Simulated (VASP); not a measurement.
Band structure of Mg2TeS (space group R3m). Calculation: LDA (Ceperley-Alder, Perdew-Zunger), VASP's LDA PAW potentials (set 64) (plane waves; VASP 6.6.1).

Unless said otherwise, spin-orbit coupling is left out, though it shifts the bands of the heavy elements here.

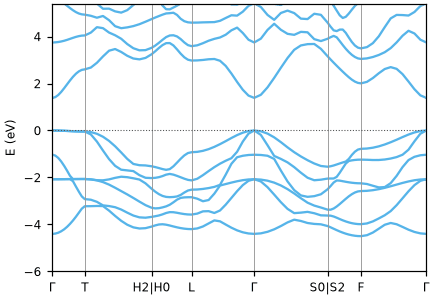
Bands along high-symmetry lines, zero at the valence-band maximum or, without a gap, the Fermi level

Read the plot: is there a gap, and where are the band edges?

The gap is direct, 1.39 eV, from the valence maximum at Γ to the conduction minimum at Γ. (Edges off the drawn lines would not show.)

The structure comes from a computed database's Mg2TeS entry (R3m); how it stands against other phases isn't given here. It was relaxed first, which changed the volume by -7 %.
